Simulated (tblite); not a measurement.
**Run report: C5H7ClSSi, geometry relaxation (part 1 of 4)**

System: C5H7ClSSi.
Method: GFN2-xTB geometry optimisation, gas phase (tblite 0.8.0).

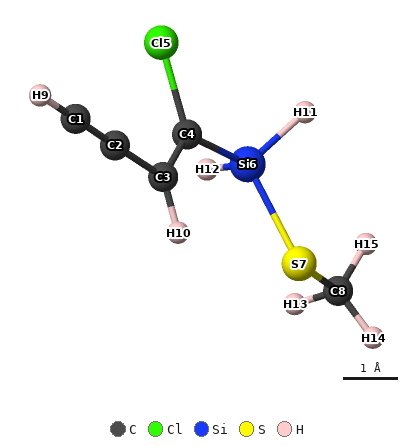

**Figure 1.** The structure as given in the input (ball-and-stick view, seen at a tilt; atoms are numbered from 1 in the order of the input). Bond lengths as drawn: C–C 1.20 to 1.45 Å, C–Cl 1.79 Å, C–H 1.06 to 1.12 Å, C–S 1.84 Å, C–Si 1.81 Å, H–Si 1.48 to 1.49 Å and S–Si 2.14 Å.

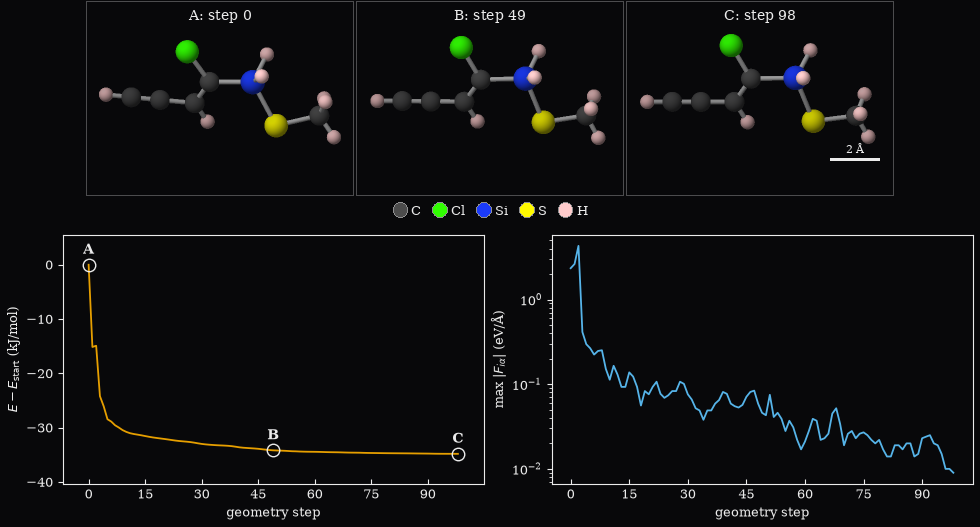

**Figure 2.** Frames of the relaxation (ball-and-stick view, seen at a tilt) above the curves, on which the letters mark them (steps are counted from 0).

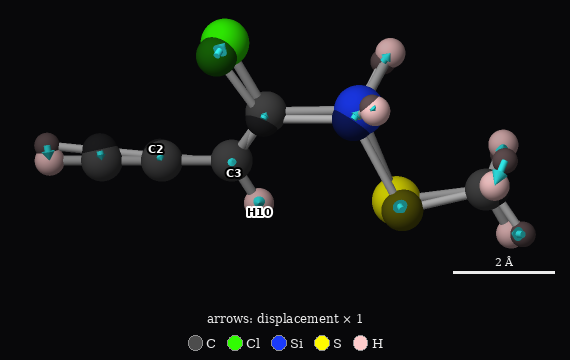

**Figure 3.** Start (faint) and end (solid) with the displacements as teal arrows, at true length (ball-and-stick view, seen at a tilt). The two geometries are laid on each other by the best rigid fit. The atom that moves furthest after the best rigid fit is H15 (0.55 Å). By element the largest moves are H 0.55 Å, S 0.39 Å, Cl 0.39 Å, Si 0.21 Å, C 0.19 Å. Among the contacts that change: C4–Si6 1.815 → 1.877 Å, C4–Cl5 1.787 → 1.734 Å, C2–C3 1.454 → 1.404 Å, C8–H15 1.121 → 1.085 Å. Among the angles that change: C4–Si6–S7 114.5° → 105.4°, C2–C3–C4 116.9° → 125.0°, H11–Si6–H12 104.4° → 111.0°. The energy falls by 34.8 kJ/mol in 98 geometry steps. Largest force component: 2.3 eV/Å at the start, 0.009 eV/Å at the end. (Atoms are counted from 1 in the order of the input.)

These pictures come from the run below.

**The input**
```
{"job": {"kind": "relax", "xc": "GFN2-xTB", "basis": "xTB"}, "charge": 0, "multiplicity": 1}
C     -4.440900    -0.060900     0.327400
C     -3.266000    -0.095500     0.081900
C     -1.841700    -0.150600    -0.206700
C     -1.020300    -0.219200     0.834800
Cl    -1.675600    -0.270300     2.496100
Si     0.785300    -0.296800     0.671800
S      1.476600    -0.785600    -1.288700
C      3.273700    -0.388400    -1.264100
H     -5.479600    -0.013100     0.548100
H     -1.474400    -0.121300    -1.221500
H      1.406400    -1.275800     1.591600
H      1.351000     1.015700     1.090800
H      3.405200     0.706000    -1.178400
H      3.765900    -0.741400    -2.178700
H      3.730200    -0.800400    -0.326500
```

The first line tells a small driver script what to run in tblite; the rest is the geometry in Å.

Command:
```bash
OMP_NUM_THREADS=1 python <driver script> task.json out
```

**Log**
```
step      E/eV     max force
  0    -645.21086    2.541
  1    -645.36780    2.633
  2    -645.36546    4.414
  3    -645.46164    0.501
  4    -645.48099    0.373
  5    -645.50566    0.285
  6    -645.51014    0.225
  7    -645.51713    0.249
  8    -645.52147    0.254
  9    -645.52638    0.178
 10    -645.52983    0.119
 11    -645.53236    0.175
 12    -645.53390    0.138
 13    -645.53510    0.109
 14    -645.53635    0.104
 15    -645.53776    0.140
 16    -645.53915    0.129
 17    -645.54036    0.098
 18    -645.54139    0.079
 19    -645.54234    0.087
 20    -645.54327    0.088
 21    -645.54424    0.126
 22    -645.54531    0.130
 23    -645.54636    0.087
 24    -645.54721    0.070
 25    -645.54787    0.076
 26    -645.54849    0.084
 27    -645.54927    0.084
 28    -645.55036    0.113
 29    -645.55164    0.106
 30    -645.55279    0.077
 31    -645.55365    0.069
 32    -645.55430    0.075
 33    -645.55484    0.069
 34    -645.55529    0.047
 35    -645.55564    0.051
 36    -645.55596    0.065
 37    -645.55640    0.081
 38    -645.55709    0.085
 39    -645.55812    0.090
 40    -645.55927    0.079
 41    -645.56003    0.060
 42    -645.56054    0.056
 43    -645.56103    0.063
 44    -645.56150    0.075
 45    -645.56210    0.073
 46    -645.56292    0.085
 47    -645.56378    0.088
 48    -645.56454    0.065
 49    -645.56506    0.048
 50    -645.56535    0.043
 51    -645.56559    0.075
 52    -645.56590    0.043
 53    -645.56632    0.052
 54    -645.56676    0.049
 55    -645.56695    0.042
 56    -645.56730    0.040
 57    -645.56753    0.033
 58    -645.56769    0.024
 59    -645.56777    0.020
 60    -645.56785    0.026
 61    -645.56798    0.034
 62    -645.56818    0.041
 63    -645.56841    0.040
 64    -645.56856    0.028
 65    -645.56866    0.031
 66    -645.56876    0.029
 67    -645.56893    0.047
 68    -645.56916    0.055
 69    -645.56934    0.041
 70    -645.56944    0.024
 71    -645.56951    0.026
 72    -645.56960    0.029
 73    -645.56983    0.028
 74    -645.56999    0.030
 75    -645.57010    0.028
 76    -645.57019    0.025
 77    -645.57029    0.026
 78    -645.57039    0.029
 79    -645.57048    0.026
 80    -645.57055    0.019
 81    -645.57061    0.020
 82    -645.57067    0.020
 83    -645.57072    0.025
 84    -645.57078    0.025
 85    -645.57084    0.020
 86    -645.57093    0.024
 87    -645.57103    0.022
 88    -645.57111    0.019
 89    -645.57118    0.018
 90    -645.57126    0.025
 91    -645.57138    0.026
 92    -645.57152    0.026
 93    -645.57159    0.020
 94    -645.57162    0.019
 95    -645.57165    0.015
 96    -645.57167    0.013
 97    -645.57169    0.013
 98    -645.57171    0.009
```

**Trajectory as extended XYZ (Å, eV, eV/Å), 53 of the 99 frames kept, from step=0 to step=98**
```
15
Properties=species:S:1:pos:R:3:forces:R:3 step=0 energy=-645.21086
C    -4.4409   -0.0609    0.3274   -0.4010   0.0500   0.0470
C    -3.2660   -0.0955    0.0819    1.2220  -0.0320  -0.8990
C    -1.8417   -0.1506   -0.2067   -2.1610   0.1150   0.7850
C    -1.0203   -0.2192    0.8348   -1.0350  -0.2010   0.6210
Cl   -1.6756   -0.2703    2.4961    0.4620   0.0510  -0.9310
Si    0.7853   -0.2968    0.6718    2.3460   0.2620   0.9410
S     1.4766   -0.7856   -1.2887    0.2570   0.0160  -0.5060
C     3.2737   -0.3884   -1.2641    0.3640   0.5210   1.1630
H    -5.4796   -0.0131    0.5481    0.5060  -0.0410  -0.0660
H    -1.4744   -0.1213   -1.2215   -0.1750  -0.0310   0.0800
H     1.4064   -1.2758    1.5916   -0.2240   0.0680  -0.1910
H     1.3510    1.0157    1.0908   -0.1310  -0.2410  -0.2550
H     3.4052    0.7060   -1.1784   -0.2350  -0.4640  -0.2590
H     3.7659   -0.7414   -2.1787   -0.4250  -0.0620   0.5010
H     3.7302   -0.8004   -0.3265   -0.3700  -0.0110  -1.0290
15
Properties=species:S:1:pos:R:3:forces:R:3 step=2 energy=-645.36546
C    -4.4165   -0.0602    0.3205   -4.3110   0.1710   0.9320
C    -3.2740   -0.0949    0.0587    2.9840  -0.0730  -1.1400
C    -1.8979   -0.1472   -0.1859    0.8360  -0.0310  -0.0010
C    -1.0451   -0.2270    0.8517    0.5250  -0.1160  -0.6850
Cl   -1.6595   -0.2685    2.4653    0.1230   0.0060   0.0360
Si    0.8543   -0.2876    0.7017   -0.5770  -0.0110  -0.2340
S     1.4868   -0.7839   -1.3046    0.1680   0.1650   0.1230
C     3.2833   -0.3727   -1.2319   -0.3940  -0.0860  -0.6470
H    -5.4660   -0.0144    0.5466    0.8490  -0.0520  -0.1720
H    -1.4843   -0.1226   -1.2114   -0.4810  -0.0340   0.7040
H     1.4004   -1.2765    1.5875    0.1640  -0.4270   0.2990
H     1.3482    1.0106    1.0823    0.2220   0.4580  -0.0040
H     3.3971    0.6940   -1.1871   -0.0530   0.4440  -0.0400
H     3.7492   -0.7429   -2.1573   -0.2910   0.0170   0.4820
H     3.7195   -0.8037   -0.3581    0.2320  -0.4300   0.3460
15
Properties=species:S:1:pos:R:3:forces:R:3 step=4 energy=-645.48099
C    -4.4390   -0.0588    0.3247    0.2880   0.0140  -0.1050
C    -3.2688   -0.0945    0.0454   -0.2970   0.0240  -0.2240
C    -1.8853   -0.1476   -0.1853    0.0250  -0.0140   0.1160
C    -1.0314   -0.2305    0.8412    0.2660  -0.1110  -0.1490
Cl   -1.6551   -0.2683    2.4631    0.1970   0.0040  -0.1000
Si    0.8463   -0.2873    0.6996    0.0410  -0.0080   0.0090
S     1.4902   -0.7801   -1.3029   -0.0070   0.1100   0.0630
C     3.2759   -0.3726   -1.2386   -0.1470   0.0950   0.1320
H    -5.4598   -0.0151    0.5455   -0.1430  -0.0070   0.0220
H    -1.4941   -0.1235   -1.1979   -0.1910  -0.0230   0.1430
H     1.4032   -1.2853    1.5932    0.0400  -0.1980   0.1070
H     1.3529    1.0198    1.0814    0.1260   0.2210  -0.0590
H     3.3952    0.7020   -1.1886   -0.0650   0.1580  -0.0440
H     3.7425   -0.7436   -2.1476   -0.1500  -0.0840   0.1220
H     3.7227   -0.8122   -0.3550    0.0170  -0.1820  -0.0340
15
Properties=species:S:1:pos:R:3:forces:R:3 step=6 energy=-645.51014
C    -4.4396   -0.0564    0.3212    0.0530   0.0150  -0.0490
C    -3.2767   -0.0930    0.0188   -0.0490   0.0070   0.0810
C    -1.8886   -0.1483   -0.1748    0.0270  -0.0360  -0.0590
C    -1.0139   -0.2412    0.8306   -0.0260  -0.0350   0.0090
Cl   -1.6354   -0.2678    2.4503    0.1870  -0.0190   0.0670
Si    0.8611   -0.2857    0.7058    0.1340   0.0030   0.0680
S     1.4916   -0.7703   -1.3004   -0.1710   0.0720   0.0950
C     3.2657   -0.3634   -1.2276    0.0170   0.0250   0.0720
H    -5.4611   -0.0162    0.5452   -0.1110  -0.0020  -0.0290
H    -1.5128   -0.1257   -1.1822    0.0200  -0.0140  -0.2240
H     1.4058   -1.3024    1.6017   -0.0090  -0.0260  -0.0060
H     1.3631    1.0373    1.0748    0.0650   0.0250  -0.0680
H     3.3884    0.7138   -1.1934   -0.0170   0.0270   0.0500
H     3.7253   -0.7496   -2.1305   -0.0800  -0.0390  -0.0440
H     3.7230   -0.8287   -0.3612   -0.0380  -0.0030   0.0380
15
Properties=species:S:1:pos:R:3:forces:R:3 step=8 energy=-645.52147
C    -4.4417   -0.0538    0.3165   -0.2520   0.0170   0.0260
C    -3.2800   -0.0918    0.0134    0.2260  -0.0190   0.1000
C    -1.8873   -0.1520   -0.1777    0.0480  -0.0300  -0.0470
C    -1.0055   -0.2492    0.8258   -0.0620   0.0220  -0.1300
Cl   -1.6094   -0.2693    2.4512    0.1250  -0.0230   0.0630
Si    0.8763   -0.2843    0.7147   -0.0820   0.0540   0.1030
S     1.4781   -0.7590   -1.2908    0.0250   0.0640   0.0010
C     3.2611   -0.3579   -1.2186   -0.0650  -0.0570  -0.0760
H    -5.4694   -0.0170    0.5416    0.1160  -0.0010  -0.0850
H    -1.5203   -0.1282   -1.1934    0.0110  -0.0240  -0.0530
H     1.4066   -1.3131    1.6057    0.0110   0.0130  -0.0010
H     1.3740    1.0478    1.0657    0.0480  -0.0440  -0.0380
H     3.3839    0.7216   -1.1906    0.0080  -0.0860   0.0760
H     3.7095   -0.7552   -2.1258   -0.0920   0.0420   0.0160
H     3.7198   -0.8364   -0.3596   -0.0650   0.0730   0.0450
15
Properties=species:S:1:pos:R:3:forces:R:3 step=9 energy=-645.52638
C    -4.4440   -0.0522    0.3136   -0.1030   0.0060  -0.0070
C    -3.2794   -0.0917    0.0167    0.1520  -0.0280   0.0890
C    -1.8851   -0.1548   -0.1820   -0.0360  -0.0110  -0.0550
C    -1.0031   -0.2522    0.8208    0.0140   0.0360  -0.0790
Cl   -1.5927   -0.2709    2.4546    0.0880  -0.0200  -0.0090
Si    0.8810   -0.2823    0.7219   -0.1460   0.0440   0.0590
S     1.4706   -0.7515   -1.2852    0.0870   0.0520  -0.0350
C     3.2574   -0.3571   -1.2159   -0.0990  -0.0590  -0.0620
H    -5.4725   -0.0172    0.5376    0.1390   0.0040  -0.0840
H    -1.5225   -0.1301   -1.2031   -0.0190  -0.0310   0.0720
H     1.4071   -1.3173    1.6071    0.0180   0.0230   0.0120
H     1.3809    1.0513    1.0600    0.0450  -0.0410  -0.0070
H     3.3822    0.7226   -1.1864    0.0130  -0.1080   0.0650
H     3.6997   -0.7569   -2.1247   -0.0770   0.0540   0.0210
H     3.7160   -0.8373   -0.3568   -0.0770   0.0800   0.0190
15
Properties=species:S:1:pos:R:3:forces:R:3 step=11 energy=-645.53236
C    -4.4450   -0.0504    0.3081    0.1650  -0.0120  -0.0570
C    -3.2752   -0.0931    0.0267   -0.0540  -0.0290   0.0290
C    -1.8844   -0.1587   -0.1886   -0.0380   0.0070   0.0380
C    -1.0006   -0.2534    0.8122    0.0490   0.0360   0.0250
Cl   -1.5689   -0.2739    2.4576    0.0280  -0.0100  -0.0880
Si    0.8798   -0.2785    0.7318   -0.0440  -0.0100  -0.0670
S     1.4647   -0.7404   -1.2802   -0.0030   0.0150  -0.0310
C     3.2486   -0.3588   -1.2143   -0.0540  -0.0090   0.0240
H    -5.4712   -0.0171    0.5289    0.0340   0.0140  -0.0460
H    -1.5254   -0.1340   -1.2118   -0.0410  -0.0320   0.1080
H     1.4085   -1.3201    1.6092    0.0060   0.0460   0.0140
H     1.3911    1.0528    1.0536    0.0340  -0.0170   0.0350
H     3.3810    0.7183   -1.1780    0.0100  -0.0350   0.0290
H     3.6852   -0.7565   -2.1242   -0.0270   0.0200  -0.0150
H     3.7072   -0.8339   -0.3527   -0.0670   0.0170   0.0040
15
Properties=species:S:1:pos:R:3:forces:R:3 step=13 energy=-645.53510
C    -4.4418   -0.0503    0.3040    0.0260  -0.0090  -0.0170
C    -3.2719   -0.0957    0.0310   -0.0030  -0.0250  -0.0130
C    -1.8851   -0.1598   -0.1874    0.0240   0.0010   0.0340
C    -0.9981   -0.2515    0.8090    0.0490   0.0210   0.0670
Cl   -1.5584   -0.2757    2.4537   -0.0090  -0.0040  -0.0090
Si    0.8775   -0.2773    0.7318    0.0760  -0.0110  -0.0770
S     1.4625   -0.7353   -1.2809   -0.0930  -0.0080  -0.0330
C     3.2421   -0.3601   -1.2131    0.0080   0.0170   0.0190
H    -5.4668   -0.0162    0.5222   -0.0290   0.0150  -0.0300
H    -1.5291   -0.1376   -1.2084   -0.0100  -0.0240   0.0060
H     1.4093   -1.3179    1.6107   -0.0080   0.0580  -0.0030
H     1.3970    1.0519    1.0533    0.0190  -0.0250   0.0370
H     3.3812    0.7145   -1.1730   -0.0020   0.0360   0.0140
H     3.6777   -0.7548   -2.1242   -0.0050  -0.0020  -0.0170
H     3.6997   -0.8317   -0.3507   -0.0440  -0.0410   0.0250
15
Properties=species:S:1:pos:R:3:forces:R:3 step=15 energy=-645.53776
C    -4.4383   -0.0507    0.2985   -0.1380  -0.0040   0.0260
C    -3.2681   -0.1004    0.0338    0.0790  -0.0160  -0.0140
C    -1.8828   -0.1613   -0.1826    0.0470  -0.0120  -0.0150
C    -0.9914   -0.2481    0.8093    0.0340   0.0040   0.0290
Cl   -1.5471   -0.2778    2.4495   -0.0360   0.0050   0.1070
Si    0.8815   -0.2764    0.7264    0.0730   0.0270  -0.0030
S     1.4531   -0.7300   -1.2846   -0.0270  -0.0040  -0.0740
C     3.2349   -0.3601   -1.2106    0.0000   0.0120  -0.0230
H    -5.4642   -0.0140    0.5123   -0.0260   0.0120  -0.0310
H    -1.5342   -0.1434   -1.2043    0.0340  -0.0120  -0.0530
H     1.4098   -1.3118    1.6125    0.0040   0.0340  -0.0090
H     1.4054    1.0494    1.0557    0.0160  -0.0210   0.0240
H     3.3808    0.7137   -1.1666   -0.0230   0.0340   0.0060
H     3.6683   -0.7532   -2.1245    0.0040   0.0020   0.0260
H     3.6878   -0.8335   -0.3467   -0.0400  -0.0590   0.0040
15
Properties=species:S:1:pos:R:3:forces:R:3 step=17 energy=-645.54036
C    -4.4370   -0.0518    0.2925   -0.0390  -0.0080   0.0060
C    -3.2637   -0.1066    0.0382    0.0120  -0.0010   0.0080
C    -1.8769   -0.1640   -0.1784    0.0010  -0.0220  -0.0220
C    -0.9822   -0.2441    0.8117   -0.0200  -0.0110  -0.0020
Cl   -1.5366   -0.2798    2.4526   -0.0260   0.0180   0.0930
Si    0.8898   -0.2737    0.7203   -0.0190   0.0330   0.0350
S     1.4410   -0.7240   -1.2934    0.0660   0.0230  -0.0590
C     3.2267   -0.3593   -1.2088   -0.0320   0.0010  -0.0230
H    -5.4647   -0.0108    0.4993   -0.0050   0.0050  -0.0310
H    -1.5368   -0.1507   -1.2043    0.0530  -0.0020  -0.0080
H     1.4110   -1.3028    1.6137    0.0370  -0.0190  -0.0030
H     1.4163    1.0457    1.0599    0.0360   0.0280   0.0120
H     3.3786    0.7146   -1.1588   -0.0410  -0.0100  -0.0020
H     3.6587   -0.7515   -2.1239    0.0270   0.0070   0.0450
H     3.6714   -0.8390   -0.3424   -0.0500  -0.0420  -0.0500
15
Properties=species:S:1:pos:R:3:forces:R:3 step=19 energy=-645.54234
C    -4.4369   -0.0533    0.2886    0.0830  -0.0110  -0.0240
C    -3.2611   -0.1109    0.0417   -0.0540   0.0060   0.0020
C    -1.8729   -0.1673   -0.1765   -0.0360  -0.0190   0.0150
C    -0.9780   -0.2418    0.8148   -0.0500  -0.0180   0.0220
Cl   -1.5329   -0.2796    2.4608    0.0070   0.0270  -0.0170
Si    0.8946   -0.2700    0.7172   -0.0590   0.0050   0.0130
S     1.4363   -0.7190   -1.3035    0.0110   0.0410   0.0280
C     3.2198   -0.3586   -1.2090   -0.0140  -0.0050  -0.0020
H    -5.4660   -0.0080    0.4885    0.0050   0.0000  -0.0240
H    -1.5341   -0.1556   -1.2047    0.0390  -0.0010   0.0540
H     1.4144   -1.2972    1.6137    0.0470  -0.0330  -0.0190
H     1.4257    1.0448    1.0643    0.0390   0.0460  -0.0040
H     3.3743    0.7149   -1.1539   -0.0320  -0.0190   0.0010
H     3.6556   -0.7498   -2.1212    0.0500   0.0040  -0.0010
H     3.6568   -0.8460   -0.3430   -0.0360  -0.0230  -0.0430
15
Properties=species:S:1:pos:R:3:forces:R:3 step=21 energy=-645.54424
C    -4.4358   -0.0555    0.2844    0.0280  -0.0040  -0.0190
C    -3.2593   -0.1146    0.0436   -0.0200   0.0000  -0.0280
C    -1.8715   -0.1718   -0.1734   -0.0110  -0.0070   0.0370
C    -0.9777   -0.2413    0.8193   -0.0140  -0.0150   0.0390
Cl   -1.5293   -0.2772    2.4679    0.0090   0.0280  -0.0560
Si    0.8953   -0.2657    0.7161   -0.0160   0.0000   0.0140
S     1.4327   -0.7112   -1.3112   -0.0930   0.0340   0.0780
C     3.2125   -0.3582   -1.2102    0.0230  -0.0130  -0.0060
H    -5.4660   -0.0055    0.4764    0.0010  -0.0040  -0.0140
H    -1.5285   -0.1603   -1.2005    0.0210  -0.0050   0.0610
H     1.4212   -1.2946    1.6119    0.0260  -0.0040  -0.0570
H     1.4373    1.0471    1.0679    0.0030  -0.0030  -0.0260
H     3.3676    0.7140   -1.1493   -0.0020   0.0000   0.0120
H     3.6566   -0.7478   -2.1181    0.0420   0.0060  -0.0470
H     3.6406   -0.8550   -0.3468    0.0010  -0.0130   0.0130
15
Properties=species:S:1:pos:R:3:forces:R:3 step=23 energy=-645.54636
C    -4.4339   -0.0582    0.2774   -0.0770   0.0060  -0.0040
C    -3.2570   -0.1197    0.0441    0.0380  -0.0090  -0.0420
C    -1.8700   -0.1782   -0.1668    0.0320   0.0060   0.0260
C    -0.9769   -0.2419    0.8263    0.0420  -0.0020   0.0180
Cl   -1.5218   -0.2723    2.4729   -0.0250   0.0250   0.0160
Si    0.8955   -0.2597    0.7168    0.0390   0.0130   0.0330
S     1.4207   -0.6977   -1.3150   -0.0750   0.0180   0.0400
C     3.2037   -0.3590   -1.2119    0.0130  -0.0220  -0.0120
H    -5.4655   -0.0027    0.4591   -0.0090  -0.0070  -0.0060
H    -1.5209   -0.1672   -1.1910    0.0140  -0.0100   0.0210
H     1.4317   -1.2917    1.6055    0.0070   0.0110  -0.0710
H     1.4527    1.0497    1.0698   -0.0410  -0.0430  -0.0350
H     3.3593    0.7126   -1.1418    0.0290  -0.0090   0.0180
H     3.6584   -0.7447   -2.1174   -0.0180   0.0190  -0.0390
H     3.6196   -0.8671   -0.3499    0.0300   0.0040   0.0360
15
Properties=species:S:1:pos:R:3:forces:R:3 step=24 energy=-645.54721
C    -4.4336   -0.0592    0.2739   -0.0690   0.0070  -0.0060
C    -3.2561   -0.1219    0.0435    0.0340  -0.0090  -0.0310
C    -1.8687   -0.1808   -0.1634    0.0330   0.0100   0.0150
C    -0.9756   -0.2422    0.8298    0.0430   0.0060   0.0080
Cl   -1.5190   -0.2696    2.4750   -0.0370   0.0230   0.0510
Si    0.8962   -0.2570    0.7179    0.0390   0.0110   0.0270
S     1.4135   -0.6914   -1.3151   -0.0180   0.0130   0.0040
C     3.2003   -0.3599   -1.2127   -0.0090  -0.0190  -0.0040
H    -5.4657   -0.0017    0.4517   -0.0110  -0.0090  -0.0040
H    -1.5173   -0.1703   -1.1864    0.0140  -0.0120   0.0040
H     1.4364   -1.2904    1.6009    0.0100  -0.0020  -0.0550
H     1.4583    1.0499    1.0696   -0.0440  -0.0290  -0.0270
H     3.3566    0.7116   -1.1380    0.0350  -0.0240   0.0160
H     3.6587   -0.7429   -2.1183   -0.0520   0.0220  -0.0180
H     3.6115   -0.8719   -0.3502    0.0320   0.0130   0.0200
```
